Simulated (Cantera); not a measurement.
Input: 1 mol PbO, a varied amount of CH₄, 0.19 mol CO, equilibrated at 1173 K and 1330 Pa.

Method: chemical equilibrium by Gibbs-energy minimisation in Cantera with the NASA 1993 tables (ideal gas, pure condensed phases). Candidate condensed phases: C, C₆H₆, C₇H₈, C₈H₁₈, H₂O, Pb, PbO, PbO₂, Pb₃O₄; 113 gas species. Rates play no part.

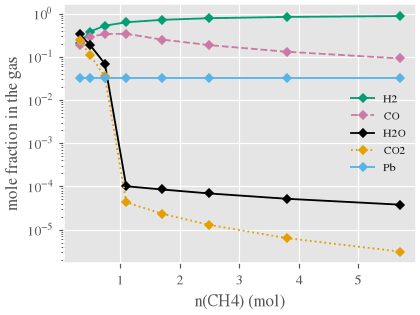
Figure. Equilibrium gas composition (values under 1e-9 drawn at 1e-9)

**Question.** Read off the mole fractions at 1.7 mol CH₄.

**Answer.** H₂ about 0.72, CO about 0.25, Pb about 0.032, H₂O about 8.5e-5, CO₂ about 2.3e-5.
